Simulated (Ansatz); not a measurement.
**How far to go with shifted k-point meshes: ZnAg₂SnS₄ (Fmm2, 8 atoms in the cell)**

```xyz
8
Lattice="-2.7750 2.7750 6.0528 2.7750 -2.7750 6.0528 2.7750 2.7750 -6.0528" Properties=species:S:1:pos:R:3 pbc="T T T"
Zn     0.0000     0.0000     0.0500
Ag     0.0000     2.7750     3.0264
Ag     2.7750     0.0000     3.0264
Sn     0.0000     0.0000     6.0528
S     -1.4168     1.4168     4.6510
S      1.4168     1.4168     7.4546
S      1.4168    -1.4168     4.6510
S      1.3582     1.3582     1.4018
```

Computed with PBEsol, default PAW files made with PBE (plane waves; Ansatz, a quantum-chemistry and plane-wave program).

Base settings: basis.ecutwfc = 420 eV; kpoints.mp_grid.grid = 5 5 5; hamiltonian.xc = pbesol; hamiltonian.pseudopotentials = {kind: paw} (the program's default PAW files); scf.occupations.method = fermi_dirac; scf.occupations.width = 0.01 eV.

In this ladder: kpoints.mp_grid.shift = 0.5 0.5 0.5.

Shifted meshes do not hold Γ, so a gap read on them misses any band edge there.

Only quantities that move along the ladder and can be compared are tabulated.

The starting cell comes from a database of computed structures (which also holds hypothetical and non-ambient phases and stackings), without a prior relaxation at this level. Its lattice was rescaled by up to half a per cent. One atom was moved a little off its site on purpose. Ansatz's pressure includes its estimate of the finite-basis (Pulay) stress.

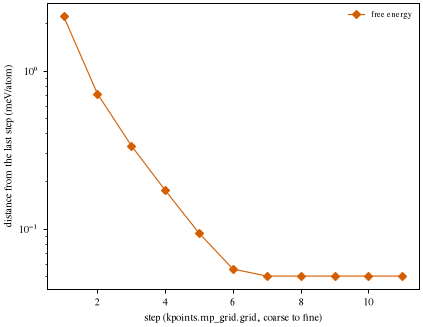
Figure. Distance from the last step along the ladder; very small values are drawn at a floor.

```tsv
kpoints.mp_grid.grid	free energy less the last step's (meV/atom)	pressure (GPa)	largest difference of a force vector from the last step's (eV/Å)	gap on the mesh (eV)
2 2 2	2.21	-2.49	0.030	1.193
3 3 3	0.71	-2.58	0.008	0.770
4 4 4	0.33	-2.59	0.004	0.540
5 5 5	0.17	-2.59	0.003	0.411
6 6 6	0.09	-2.59	0.002	0.333
7 7 7	0.06	-2.59	0.001	0.281
8 8 8	0.03	-2.59	0.001	0.246
9 9 9	0.02	-2.59	0.001	0.220
10 10 10	0.01	-2.59	0.000	0.201
12 12 12	0.01	-2.59	0.000	0.176
15 15 15	0.00	-2.59	0.000	0.154
16 16 16	0.00	-2.59	0.000	0.149
```

Coarsest kpoints.mp_grid.grid that holds the forces within 0.02 eV/Å of the last step, with all finer ones: 3 3 3; the step before is off by 0.030 eV/Å.

Coarsest kpoints.mp_grid.grid that holds the pressure within 0.05 GPa of the last step, with all finer ones: 3 3 3; the step before is off by 0.09 GPa.

Keys are those of Ansatz 0.2.
